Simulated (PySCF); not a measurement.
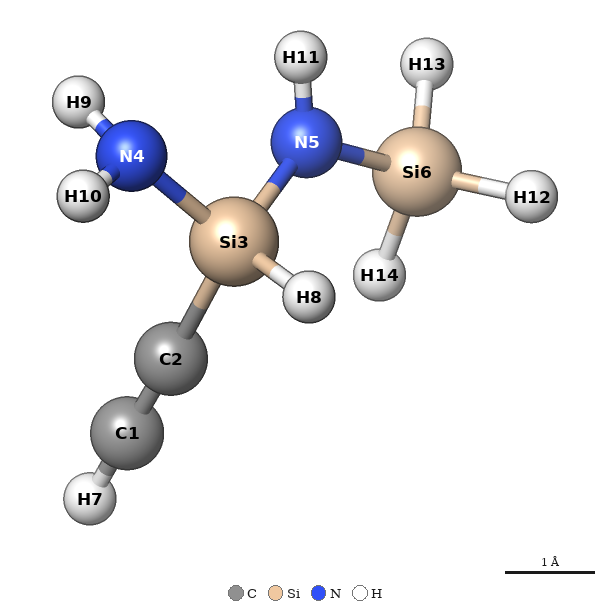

The computed structure is the end point of a GFN2-xTB optimisation. No frequency run is at hand to confirm it as a minimum.

List the bonds and their lengths.

```json
{"bond": "C1–C2", "length (Å)": "1.202", "order": "triple"}
{"bond": "C1–H7", "length (Å)": "1.053", "order": "single"}
{"bond": "C2–Si3", "length (Å)": "1.858", "order": "single"}
{"bond": "Si3–N4", "length (Å)": "1.728", "order": "single"}
{"bond": "Si3–N5", "length (Å)": "1.733", "order": "single"}
{"bond": "Si3–H8", "length (Å)": "1.466", "order": "single"}
{"bond": "N4–H9", "length (Å)": "1.008", "order": "single"}
{"bond": "N4–H10", "length (Å)": "1.006", "order": "single"}
{"bond": "N5–Si6", "length (Å)": "1.727", "order": "single"}
{"bond": "N5–H11", "length (Å)": "1.007", "order": "single"}
{"bond": "Si6–H12", "length (Å)": "1.470", "order": "single"}
{"bond": "Si6–H13", "length (Å)": "1.465", "order": "single"}
{"bond": "Si6–H14", "length (Å)": "1.460", "order": "single"}
```
